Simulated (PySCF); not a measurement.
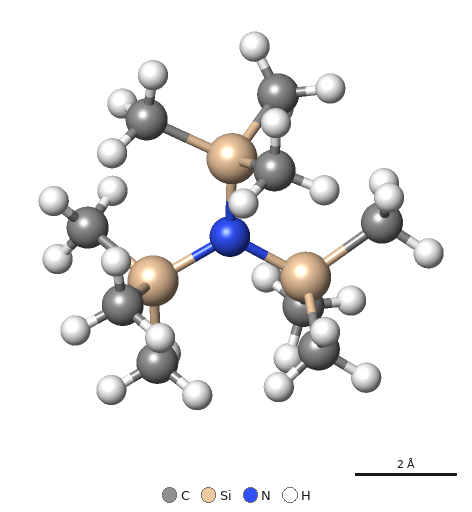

Starting structure of C9H27NSi3. A ball-and-stick model, seen at a tilt.

The start comes from GFN2-xTB. Its atoms were then displaced at random by about 0.01 Å.

Theory: PySCF 2.14.0, density-fitted response routines, PBE0-D3(BJ)/def2-SVP geometry optimisation, gas phase.

```xyz
40

C    -1.6330    2.3632   -0.2432
Si   -0.9098    0.9115   -1.2081
C     0.1360    1.4851   -2.6970
C    -2.3445   -0.0045   -1.9895
N     0.0696   -0.0600   -0.1134
Si    1.5017    0.6524    0.6463
C     3.0015   -0.5407    0.4663
C     1.1374    1.0528    2.4719
C     2.0851    2.2881   -0.1174
Si   -0.5487   -1.6023    0.4848
C     0.6434   -2.5653    1.6087
C    -0.8717   -2.7688   -0.9919
C    -2.1448   -1.2879    1.5095
H    -2.2598    3.0261   -0.8949
H    -2.3102    2.0285    0.5472
H    -0.8909    3.0217    0.2186
H    -0.4246    1.4854   -3.6064
H     1.0024    0.8421   -2.8267
H     0.5255    2.4890   -2.5551
H    -3.0325   -0.4864   -1.2471
H    -3.0131    0.7046   -2.5357
H    -2.0465   -0.7782   -2.7058
H     2.8565   -1.2109   -0.3855
H     3.9003    0.0215    0.2745
H     3.1693   -1.1437    1.3620
H     0.3033    1.7826    2.5500
H     1.9840    1.4554    2.9921
H     0.8284    0.1749    3.0457
H     1.3003    3.0125   -0.2189
H     2.8670    2.7254    0.4606
H     2.4888    2.1278   -1.1266
H     0.1391   -3.4325    2.0006
H     1.5073   -2.9260    1.0584
H     1.0244   -1.9748    2.4311
H    -0.2941   -2.4777   -1.8743
H    -1.9196   -2.7738   -1.2855
H    -0.6099   -3.7650   -0.7261
H    -1.8758   -0.7028    2.3809
H    -2.8972   -0.7855    0.9321
H    -2.5188   -2.2237    1.8676
```

What does the optimiser find from here?

The largest moves after the best rigid fit, 0.52 Å, are those of H24 and H35. By element the largest moves are H 0.52 Å, C 0.11 Å, N 0.08 Å, Si 0.04 Å. Some distances before and after: Si6–C7 1.925 → 1.884 Å, C12–H37 1.064 → 1.102 Å, Si10–C13 1.923 → 1.885 Å, C13–H39 1.073 → 1.100 Å. Bond angles that change, for instance: Si2–C4–H21 110.6° → 106.3°, H20–C4–H21 103.3° → 107.3°, H38–C13–H39 110.7° → 107.5°. Groups turn about Si10–C12 by about 25°, Si6–C7 by about 25°, Si2–C3 by about 25°. Over 16 geometry steps the energy falls by 35.1 kJ/mol.

Step by step:

```json
{"step": "0", "E − E(0), kJ/mol": "0.00"}
{"step": "1", "E − E(0), kJ/mol": "-30.18"}
{"step": "2", "E − E(0), kJ/mol": "-31.85"}
{"step": "3", "E − E(0), kJ/mol": "-31.86"}
{"step": "4", "E − E(0), kJ/mol": "-32.50"}
{"step": "5", "E − E(0), kJ/mol": "-32.67"}
{"step": "6", "E − E(0), kJ/mol": "-33.08"}
{"step": "7", "E − E(0), kJ/mol": "-33.69"}
{"step": "8", "E − E(0), kJ/mol": "-34.03"}
{"step": "9", "E − E(0), kJ/mol": "-34.26"}
{"step": "10", "E − E(0), kJ/mol": "-34.45"}
{"step": "11", "E − E(0), kJ/mol": "-34.66"}
{"step": "12", "E − E(0), kJ/mol": "-34.79"}
{"step": "13", "E − E(0), kJ/mol": "-34.94"}
{"step": "14", "E − E(0), kJ/mol": "-35.02"}
{"step": "15", "E − E(0), kJ/mol": "-35.11"}
{"step": "16", "E − E(0), kJ/mol": "-35.14"}
```

The structure at the end:

```xyz
40

C    -1.6273    2.3461   -0.2440
Si   -0.8861    0.9169   -1.2256
C     0.0717    1.5527   -2.7180
C    -2.3426   -0.0192   -1.9728
N     0.1164   -0.0900   -0.1662
Si    1.5201    0.6342    0.6373
C     3.0439   -0.4685    0.5321
C     1.1026    1.0338    2.4322
C     2.0657    2.2547   -0.1573
Si   -0.5406   -1.6158    0.4515
C     0.6659   -2.5367    1.5704
C    -0.9236   -2.8389   -0.9292
C    -2.0793   -1.2846    1.4896
H    -2.2548    2.9831   -0.8879
H    -2.2639    1.9502    0.5637
H    -0.8643    2.9876    0.2211
H    -0.6445    1.9106   -3.4753
H     0.6574    0.7363   -3.1695
H     0.7558    2.3800   -2.4899
H    -3.0015   -0.5094   -1.2425
H    -2.9489    0.7285   -2.5106
H    -2.0174   -0.7690   -2.7088
H     3.1660   -0.8475   -0.4951
H     3.9368    0.1291    0.7777
H     3.0214   -1.3284    1.2137
H     0.2841    1.7705    2.4701
H     1.9727    1.4670    2.9513
H     0.7787    0.1501    3.0015
H     1.2827    3.0223   -0.2300
H     2.8662    2.6619    0.4823
H     2.4940    2.0957   -1.1578
H     0.1124   -3.3942    1.9878
H     1.5221   -2.9395    1.0098
H     1.0478   -1.9508    2.4181
H    -0.0823   -2.8889   -1.6386
H    -1.8348   -2.6032   -1.4936
H    -1.0525   -3.8418   -0.4906
H    -1.8187   -0.6612    2.3599
H    -2.8645   -0.7567    0.9285
H    -2.5110   -2.2265    1.8646
```

After the run, drawn alike:

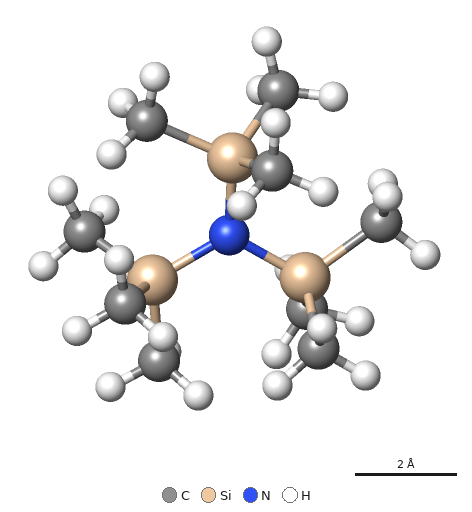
